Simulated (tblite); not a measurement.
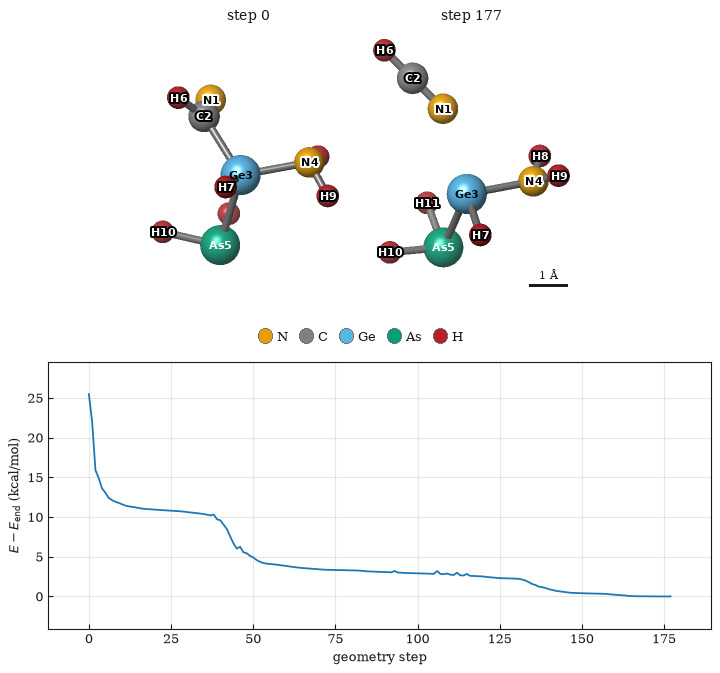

First and last geometry of a relaxation of CH$_{6}$AsGeN$_{2}$ (multiplicity 2), with the history of the run. Style: ball-and-stick. Shown at a tilt.

Theory: GFN2-xTB geometry optimisation, gas phase (tblite). 

> What do the curves and the structures tell?

It converged. Over 177 geometry steps the energy falls by 25.5 kcal/mol. The largest move after the best rigid fit is that of H6, 1.70 Å. Largest moves by element: H 1.70 Å, C 1.18 Å, N 0.73 Å, Ge 0.57 Å, As 0.27 Å. Some distances before and after: C2–Ge3 1.921 → 3.635 Å, N1–C2 1.294 → 1.142 Å, Ge3–As5 2.388 → 2.475 Å, Ge3–H7 1.561 → 1.622 Å. Bonds break, among them: C2–Ge3 (1.92 → 3.64 Å). Bond angles that change, for instance: N1–C2–H6 120.4° → 179.4°, N4–Ge3–H7 109.1° → 93.9°, Ge3–N4–H9 107.0° → 119.7°.

| step | E − E(0), kcal/mol |
| --- | --- |
| 0 | 0.00 |
| 1 | -3.55 |
| 2 | -9.58 |
| 3 | -10.58 |
| 4 | -11.88 |
| 5 | -12.40 |
| 6 | -13.05 |
| 7 | -13.35 |
| 8 | -13.54 |
| 9 | -13.69 |
| 10 | -13.86 |
| 19 | -14.52 |
| 28 | -14.76 |
| 36 | -15.19 |
| 45 | -19.46 |
| 54 | -21.34 |
| 63 | -21.82 |
| 72 | -22.12 |
| 80 | -22.19 |
| 89 | -22.39 |
| 98 | -22.55 |
| 107 | -22.66 |
| 115 | -22.65 |
| 124 | -23.14 |
| 133 | -23.50 |
| 142 | -24.76 |
| 151 | -25.09 |
| 159 | -25.23 |
| 168 | -25.46 |
| 177 | -25.48 |
